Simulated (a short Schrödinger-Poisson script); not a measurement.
System: MOS inversion layer, SiO2 on p-type Si(111), at 300 K.

| layer | material | thickness (nm) | Na (cm⁻³) |
|---|---|---|---|
| 1 | SiO2 | 2.9 | - |
| 2 | Si | 1200 | 3.6e17 |

Constants are typed, rounded textbook-type inputs, not results; the design itself was drawn at random and stands for no fabricated device. SiO2: permittivity 3.9, conduction-band edge (eV) 3.15, gap (eV) 9, electron mass (mₑ) 0.5. Si: permittivity 11.7, conduction-band edge (eV) 0, gap (eV) 1.124, Nv at 300 K (cm⁻³) 3.1e19.

Channel valleys (confinement mass, in-plane density-of-states mass, number): Δ6 0.258, 0.358, 6. At the gate the conduction-band edge of layer 1 lies 3.62 eV − eVg above the Fermi level of the channel; the field vanishes at the back. Gaps are held at their typed values at every temperature. Mesh 0.03 nm at interfaces.

From a short Schrödinger-Poisson script (our own, NumPy): 1D Poisson equation in equilibrium, electrons quantum, Hartree (BenDaniel-Duke, 12 states a valley, the channel's in-plane mass for all, wave functions free to enter the dielectric), parabolic valleys, classical holes, full ionisation, no traps, pinning or gate leakage.

Only gate voltages with over 1e8 electrons/cm² are shown.

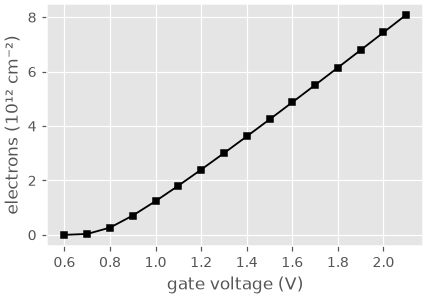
Sheet density against gate voltage

| Vg (V) | electrons (cm⁻²) | C (μF/cm²) | Δ6 E0 (meV) | Δ6 E1 (meV) |
|---|---|---|---|---|
| 0.6 | 1.69e9 | 0.169 | 247.3 | 333.4 |
| 0.7 | 3.52e10 | 0.286 | 168.7 | 257.9 |
| 0.8 | 2.69e11 | 0.646 | 115.9 | 208.2 |
| 0.9 | 7.12e11 | 0.825 | 90.3 | 185.8 |
| 1 | 1.24e12 | 0.899 | 75.6 | 174.0 |
| 1.1 | 1.81e12 | 0.938 | 65.5 | 166.8 |
| 1.2 | 2.40e12 | 0.963 | 57.8 | 161.8 |
| 1.3 | 3.01e12 | 0.981 | 51.6 | 158.3 |
| 1.4 | 3.62e12 | 0.995 | 46.4 | 155.6 |
| 1.5 | 4.24e12 | 1.01 | 41.9 | 153.6 |
| 1.6 | 4.87e12 | 1.01 | 38.0 | 152.0 |
| 1.7 | 5.51e12 | 1.02 | 34.4 | 150.8 |
| 1.8 | 6.15e12 | 1.03 | 31.2 | 149.8 |
| 1.9 | 6.79e12 | 1.03 | 28.2 | 149.0 |
| 2 | 7.44e12 | 1.04 | 25.4 | 148.4 |
| 2.1 | 8.09e12 | 1.04 | 22.9 | 147.9 |

Subbands count from the Fermi level.
